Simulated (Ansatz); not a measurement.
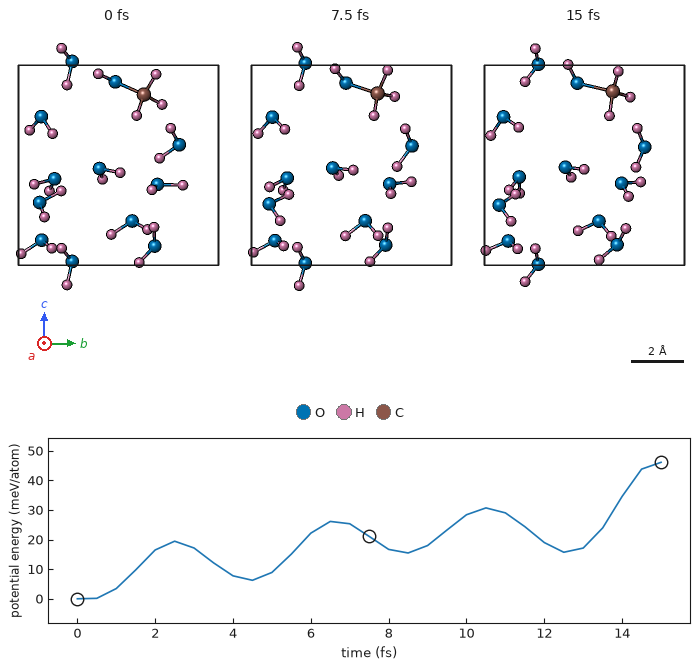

Molecular dynamics of a periodic cell with 10 H2O + 1 CH3OH at 0.739 g/cm³, 15 fs long. It starts from the last geometry of an earlier run, with fresh velocities. Frames and the history of the run. A ball-and-stick model of the simulation cell, seen along the a axis.

Level of theory: DFT r2SCAN-D3(BJ), scalar-relativistic, plane waves, PAW in Ansatz 0.2.0. Settings: plane-wave cutoff 200 eV; k-point mesh 1 × 1 × 1; Fermi-Dirac smearing 0.02 eV; Langevin thermostat (NVT); set temperature 700 K; time step 0.5 fs; friction 0.02 per fs.

Input
```yaml
crystal:
  lattice:
    - [7.813935, 0.0, 0.0]
    - [0.0, 7.813935, 0.0]
    - [0.0, 0.0, 7.813935]
  atoms:
    - { symbol: O, position: [0.82668293, 0.10545158, 0.3135547] }
    - { symbol: H, position: [0.80304212, 0.21354071, 0.37142477] }
    - { symbol: H, position: [0.92431706, 0.12995436, 0.2412254] }
    - { symbol: O, position: [0.70918456, 0.40509234, 0.48349592] }
    - { symbol: H, position: [0.77340092, 0.508391, 0.46270505] }
    - { symbol: H, position: [0.59905146, 0.4204398, 0.42939356] }
    - { symbol: O, position: [0.47594218, 0.80415487, 0.60224824] }
    - { symbol: H, position: [0.55718012, 0.76147818, 0.68485943] }
    - { symbol: H, position: [0.44404193, 0.70556652, 0.53536593] }
    - { symbol: O, position: [-0.04889862, 0.69494141, 0.40386959] }
    - { symbol: H, position: [-0.05223451, 0.82224172, 0.40018519] }
    - { symbol: H, position: [0.06864582, 0.6672485, 0.3770075] }
    - { symbol: O, position: [0.37825362, 0.56835134, 0.22113515] }
    - { symbol: H, position: [0.46718992, 0.64502613, 0.17829619] }
    - { symbol: H, position: [0.40057429, 0.46444971, 0.1539178] }
    - { symbol: O, position: [0.61090278, 0.11441586, 0.74331258] }
    - { symbol: H, position: [0.52562613, 0.05570977, 0.67508114] }
    - { symbol: H, position: [0.68350841, 0.17057052, 0.65800868] }
    - { symbol: O, position: [0.3817166, 0.18040861, 0.43182278] }
    - { symbol: H, position: [0.44968967, 0.07877811, 0.40497675] }
    - { symbol: H, position: [0.27569541, 0.15474945, 0.37097287] }
    - { symbol: O, position: [0.16686391, 0.11624728, 0.12517144] }
    - { symbol: H, position: [0.2747189, 0.16647556, 0.08499839] }
    - { symbol: H, position: [0.1558763, 0.01363411, 0.057513] }
    - { symbol: O, position: [0.47184073, 0.26902303, 1.01891407] }
    - { symbol: H, position: [0.50750223, 0.2427002, 0.90133715] }
    - { symbol: H, position: [0.5620684, 0.21560481, 1.08481472] }
    - { symbol: O, position: [0.71978219, 0.68158552, 0.09577627] }
    - { symbol: H, position: [0.77227919, 0.60402899, 0.01331761] }
    - { symbol: H, position: [0.80413608, 0.67746905, 0.19030626] }
    - { symbol: C, position: [0.0878944, 0.62719177, 0.85329363] }
    - { symbol: O, position: [-0.00635445, 0.48434181, 0.91680661] }
    - { symbol: H, position: [-0.00510067, 0.71809597, 0.80366077] }
    - { symbol: H, position: [0.07333533, 0.3992192, 0.95711871] }
    - { symbol: H, position: [0.16331507, 0.68795247, 0.95458868] }
    - { symbol: H, position: [0.17350498, 0.59095785, 0.74844037] }
basis:
  ecutwfc: 200.0
kpoints:
  mp_grid: { grid: [1, 1, 1] }
hamiltonian:
  xc: r2scan
  dispersion: d3bj
scf:
  occupations: { method: fermi_dirac, width: 0.02 }
  lower_state_search: "off"
  max_iter: 64
md:
  timestep: 0.5
  n_steps: 30
  ensemble: nvt_langevin
  temperature: 700.0
  initial_velocities: maxwell_boltzmann
  seed: 230653
  friction: 0.02
```

Launched with:
```bash
ansatz run input.yaml --threads 1 --pin off --max-ram 3072MiB --backend cpu --events-out ev --progress --plain --runs-dir out
```

> What happens in this trajectory?

The mean temperature in the second half is 587 K (standard deviation 59 K). The potential energy in the second half lies on average 25.5 meV per atom above the first frame. Root-mean-square distances from the starting positions over the second half, with the common drift of all atoms taken out: H 0.32 Å, O 0.13 Å, C 0.12 Å. The heavy atoms stay within a fraction of a molecule's size of their starting places; so short a run doesn't tell a liquid from a solid. The plane-wave cutoff is below what these potentials need, so energies and forces are off.

Limits of the set-up: the cutoff lies below the recommended one; the periodic images lie only 7.8 Å apart, so the values are limited by the cell's size.
